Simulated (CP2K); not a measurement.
Consider 2-mercaptothiazole at its PBE geometry (Å).

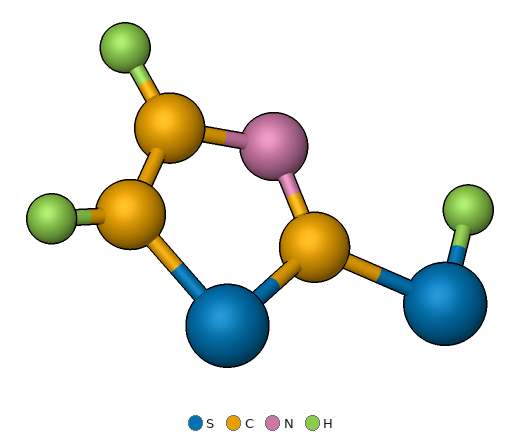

The molecule (sulfur blue, carbon orange, nitrogen pink, hydrogen green).

```xyz
9

S     2.6134   -0.6714    0.3682
C     0.9024   -0.3304    0.1732
N     0.4106    0.7704   -0.3465
C    -0.9651    0.7231   -0.3561
C    -1.5337   -0.4130    0.1581
S    -0.2986   -1.4948    0.6872
H     2.9716    0.5128   -0.1781
H    -1.5165    1.5698   -0.7600
H    -2.5841   -0.6666    0.2540
```

Method: CP2K XAS_TDP, all-electron GAPW, PBEh(45%), aug-cc-pVDZ, TDA, GW2X-corrected core level, ZORA, spin–orbit coupling.

Where do the S L₂,₃-edge lines lie, and how strong are they?

Leading lines: S1 168.60 eV and S6 168.72 eV. The leading line of an atom is its first one with 35 % of the strongest within 2.5 eV of its lowest line over the strength cut. Core ionisation energies at this level: S1 171.59/171.71/172.76 and S6 171.54/171.63/172.70 eV; the 2p½ level lies 1.11 eV above the 2p3/2 pair.

The first six lines of each atom with a strength over 0.0003:

```tsv
atom	energy (eV)	states	strength, one atom	above the computed threshold
S1 (bonded to C and H)	167.05	1	0.0017	
	167.31	1	0.0015	
	168.13	1	0.0014	
	168.35	1	0.0020	
	168.43	1	0.0005	
	168.48	1	0.0010	
S6 (bonded to 2 C)	167.15	2	0.0016	
	167.24	3	0.0004	
	167.27	1	0.0004	
	167.40	2	0.0004	
	167.63	1	0.0015	
	168.25	1	0.0016
```

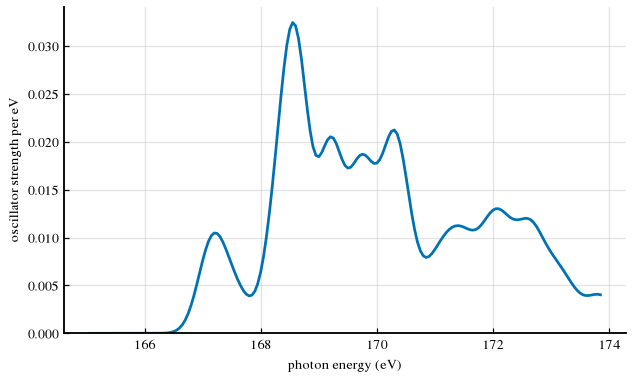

All atoms added, broadened by 0.5 eV.

Lines are vertical, at one geometry, with no vibrational structure. GW2X ionisation energies and lines can be off by 1 to 2 eV either way, and a good line position may hide errors that cancel. Rydberg lines, and the discretised continuum above threshold, depend on the basis and the box.

[Banner, clock and machine lines of the logs are left out without a mark of their own.]

[Logs are printed without paths, hosts, clocks, repeated set-up lines and the standing remarks that a program may print on its own settings, such as how far it seeks lower states.]

[Hosts, paths, dates, database ids (printed as entryN), source tags and the programs' standing remarks are cut or masked in the printed files.]
